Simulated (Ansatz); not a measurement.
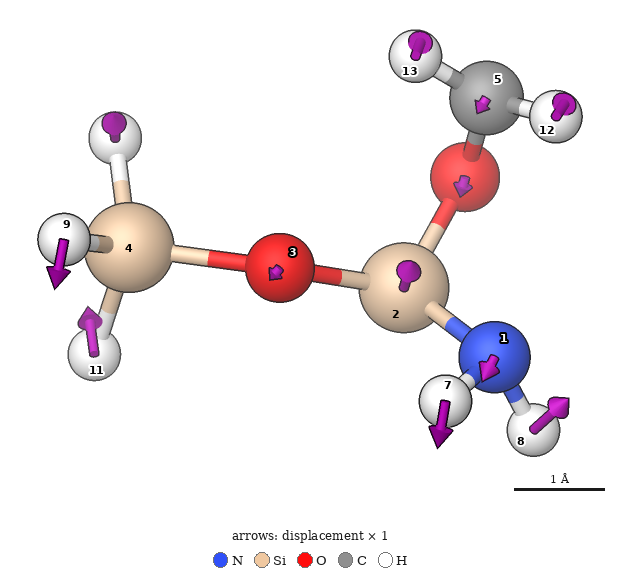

This is a relaxation of CH$_{7}$NO$_{2}$Si$_{2}$. The starting structure is drawn; purple arrows show the displacements, at their true length. The two geometries are superimposed by the best rigid fit.

A ball-and-stick model, seen at a tilt.

The run prepares an end point of a later path (inversion) calculation, from a guessed geometry.

Computed with RHF/def2-SVP in Ansatz 0.2.0.

The input:
```yaml
crystal:
  periodic: [false, false, false]
  atoms:
    - { symbol: "N", position_ang: [-1.6275, 0.6268, -1.2952] }
    - { symbol: Si, position_ang: [-0.9838, -0.3019, -0.0999] }
    - { symbol: O, position_ang: [0.5658, -0.5428, -0.5254] }
    - { symbol: Si, position_ang: [1.8308, -1.6842, -0.2512] }
    - { symbol: C, position_ang: [-0.6613, 1.439, 1.4118] }
    - { symbol: O, position_ang: [-1.3174, 0.2408, 1.3499] }
    - { symbol: H, position_ang: [-1.07596, 0.51989, -2.16905] }
    - { symbol: H, position_ang: [-2.54087, 0.20862, -1.58941] }
    - { symbol: H, position_ang: [2.9817, -1.3412, -0.976] }
    - { symbol: H, position_ang: [2.0853, -1.7526, 1.2204] }
    - { symbol: H, position_ang: [1.2325, -3.0157, -0.6626] }
    - { symbol: H, position_ang: [-1.0246, 2.2753, 0.8456] }
    - { symbol: H, position_ang: [0.3753, 1.4595, 1.4282] }
basis:
  gaussian: { orbitals: def2-SVP }
hamiltonian:
  xc: hf
relax:
  f_tol: 0.015
  max_steps: 40
output:
  orbitals: {}
```

Command:
```bash
ansatz run input.yaml --threads 2 --pin off --max-ram 3072MiB --backend cpu --events-out ev --progress --plain --runs-dir out
```

Describe the change and its energy.

The energy falls by 119.4 kcal/mol in 28 accepted moves (34 points after the start). Largest force component: 5 eV/Å at the start, 0.011 eV/Å at the end. The line search rejected the trial steps at points 15, 22, 23, 30, 31, 32 of the run. The forces were under the threshold at step 20, but the run went on from there. The atom that moves furthest after the best rigid fit is H8 (0.77 Å). By element the largest moves are H 0.77 Å, Si 0.64 Å, N 0.35 Å, O 0.26 Å, C 0.22 Å. Near-neighbour distances that change, for instance: Si2–C5 2.328 → 1.800 Å, C5–O6 1.367 → 1.488 Å, O3–Si4 1.726 → 1.650 Å, Si4–H9 1.403 → 1.477 Å. New bonds form: Si2–C5 (2.33 → 1.80 Å). Bond angles that change, for instance: Si2–O6–C5 103.9° → 70.3°, Si2–N1–H8 108.7° → 123.7°, Si2–O3–Si4 139.1° → 152.4°. Groups turn about O3–Si4 by about 25°.
